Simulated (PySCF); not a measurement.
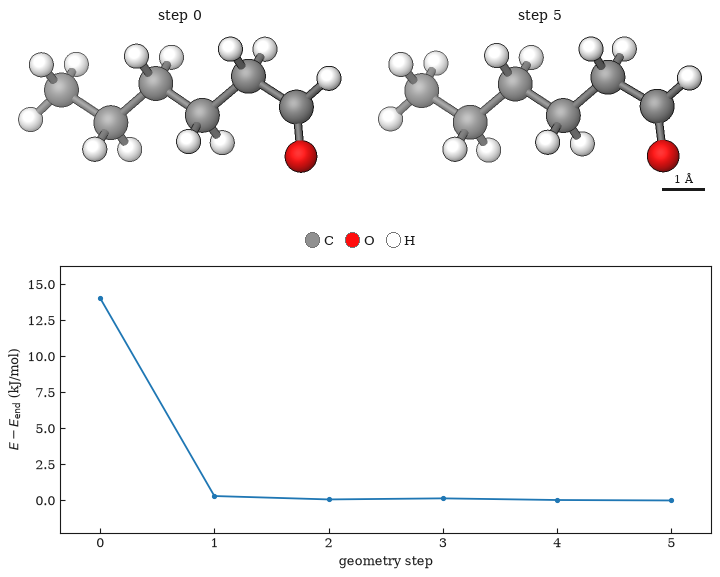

First and last geometry of a relaxation of C$_{6}$H$_{12}$O, with the history of the run. Style: ball-and-stick. Shown at a tilt.

The start comes from GFN2-xTB. Its atoms were then displaced at random by about 0.01 Å.

All numbers below come from PySCF 2.14.0, density-fitted response routines, PBE0-D3(BJ)/def2-TZVP geometry optimisation, gas phase. 

**Read the history and describe the run.**

It converged. Over 5 geometry steps the energy falls by 14.0 kJ/mol. The O atom moves most after the best rigid fit: 0.056 Å. By element the largest moves are O 0.056 Å, H 0.046 Å, C 0.038 Å. Near-neighbour distances that change, for instance: C–C 1.556 → 1.514 Å, C–C 1.479 → 1.519 Å, C–H 1.062 → 1.093 Å, C–H 1.078 → 1.099 Å. Among the angles between lasting bonds that change: H–C–H 111.4° → 107.7°, H–C–H 110.1° → 107.5°, H–C–H 106.9° → 104.4°.
